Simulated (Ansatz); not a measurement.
**H6N2OSi: density, localisation and related maps**

Input

```
crystal:
  periodic: [false, false, false]
  atoms:
    - symbol: "N"
      position_ang: [-0.418230, -0.398227, 0.697615]
    - symbol: N
      position_ang: [-1.365885, -1.126653, -1.872128]
    - symbol: O
      position_ang: [-2.178793, 1.332932, -0.834775]
    - symbol: Si
      position_ang: [-1.855194, -0.049570, -0.227465]
    - symbol: H
      position_ang: [-0.556075, -0.860257, 1.591096]
    - symbol: H
      position_ang: [0.231631, 0.373687, 0.812990]
    - symbol: H
      position_ang: [-2.873380, -1.018593, 0.289110]
    - symbol: H
      position_ang: [-2.059115, -1.827945, -2.136720]
    - symbol: H
      position_ang: [-1.302113, -0.431779, -2.618832]
    - symbol: H
      position_ang: [-0.459578, -1.579396, -1.746800]
basis:
  gaussian:
    orbitals: def2-TZVPD
magnetization:
  spin_polarized: false
  initial_magnetization: 0
hamiltonian:
  xc: {name: PBE0}
output:
  forces: true
  orbitals: {seedname: orbitals}
```

Launched as:

```sh
ansatz run input.yaml --threads 1 --pin off --max-ram 2610MiB --events-out events.jsonl --progress --plain --runs-dir runs
```

Geometry: B3LYP/6-31G*.

The calculation used isolated molecule in a Gaussian basis; Kohn-Sham density functional theory, functional PBE0 (Ansatz).

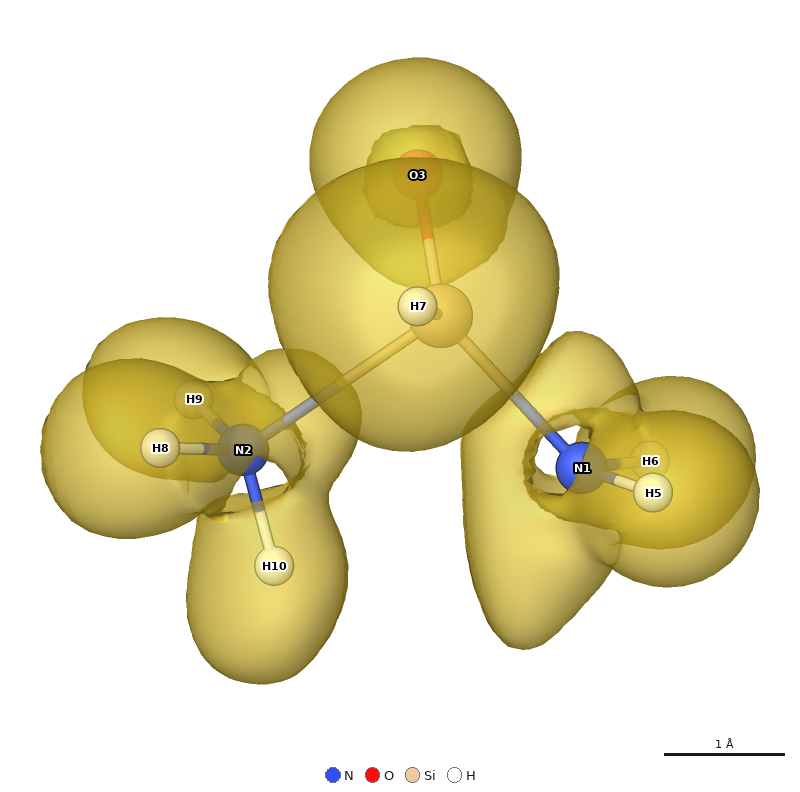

Figure 1. Isosurface of the electron localisation function at 0.75 (yellow), seen at a tilt. Only the valence region is drawn (cores and ρ < 0.01 e/Å³ removed).

> What do the ELF domains correspond to?

The ELF exceeds this value in one region around a hydrogen nucleus, one region wrapped around O (its lone pairs, merged into a ring or cap) and two joined regions spread over several atoms (H, N), in which their bonds and any lone pairs are merged.


Si–O (1.54 Å): the ELF peaks at about 0.80 between the atoms, as expected for a polar covalent bond. Si–N (1.74 Å): the ELF peaks at about 0.90 between the atoms; a polar covalent bond.

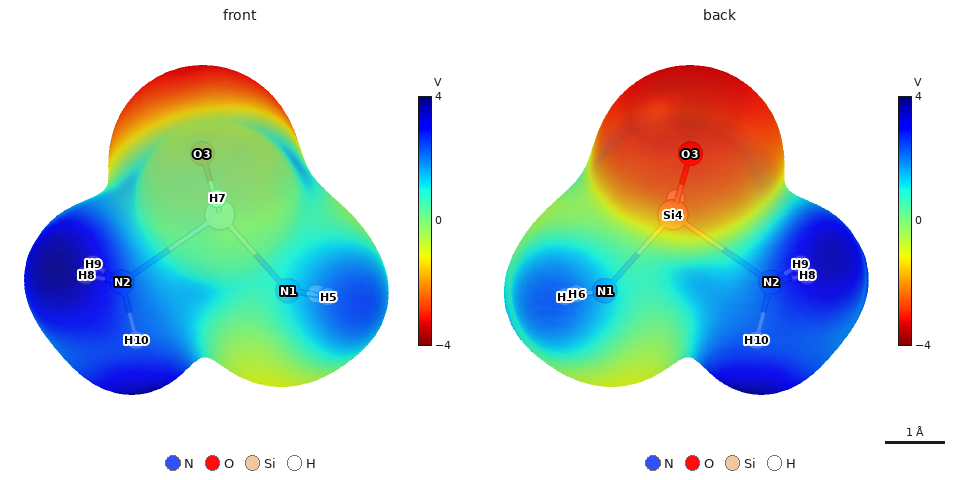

Figure 2. The molecular electrostatic potential painted on the density surface at 0.004 e/bohr³, seen from the front and from behind; red is negative and blue positive.

> Where is the surface potential most negative and most positive?

The most negative region (about −3.4 V) lies over O3, the most positive (about +3.9 V) over H8 and H10. O3 is the likeliest acceptor of a hydrogen bond.

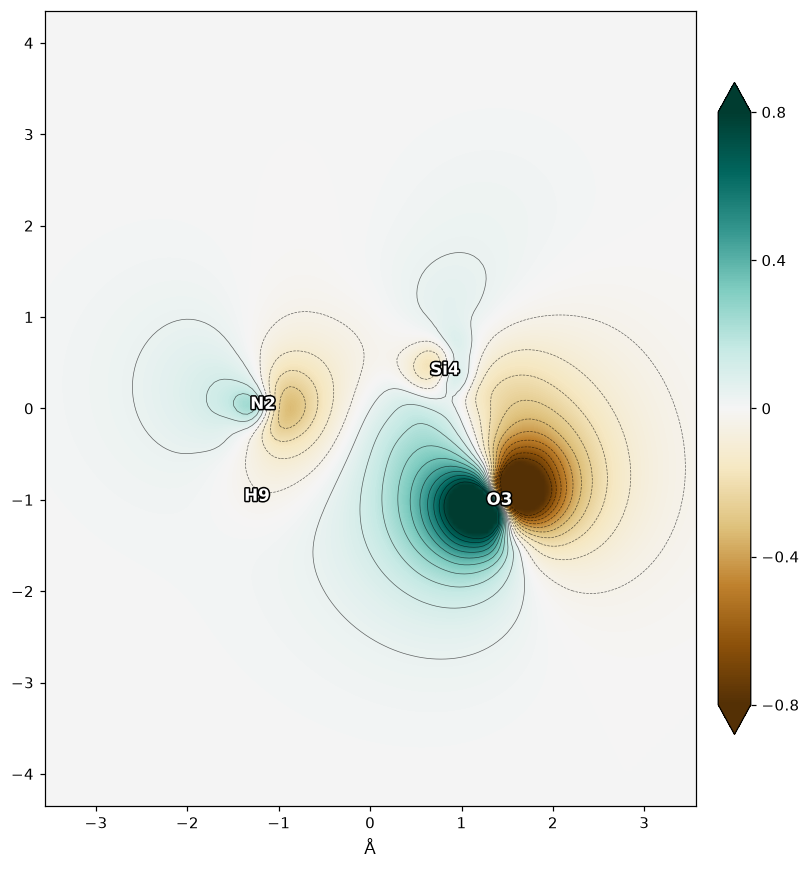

Figure 3. The HOMO−1 on the plane of atoms N2, Si4 and O3 (values in Å⁻³ᐟ²; the overall sign is arbitrary).

> Where does this orbital lie, and at what energy?

Its weight (Hirshfeld) is mainly on O3 (about 75 %) and Si4 (about 15 %); largely a lone pair of O3. Its energy is −6.83 eV.
